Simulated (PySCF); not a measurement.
| atom | x (Å) | y (Å) | z (Å) |
| --- | --- | --- | --- |
| Sm | 0.0000 | 0.0000 | -0.1728 |
| O | 0.0000 | 0.0000 | 1.6412 |

⟨S²⟩ = 12.05, above the pure value of 12.00.

Computed with PBE0/x2c-SVPall, spin-free X2C-1e, Gaussian nucleus, at a bond length of 1.814 Å in PySCF.

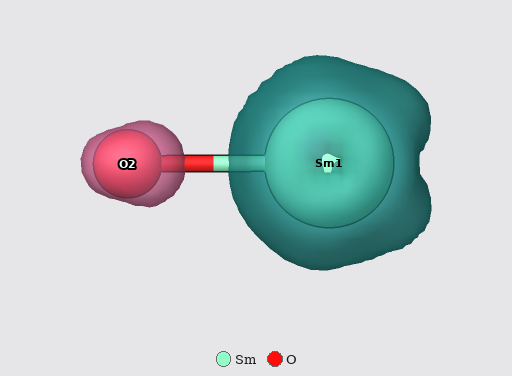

SmO (septet). Isosurfaces of the spin density at +0.15 (teal) and −0.15 e/Å³ (pink), seen from one side.

Question: Which atoms carry the spin?

Answer: The unpaired spin (6 electrons) lies mostly on Sm1 (about 6.1), in electrons by Hirshfeld's partition, with opposite, polarisation-induced spin on O2.
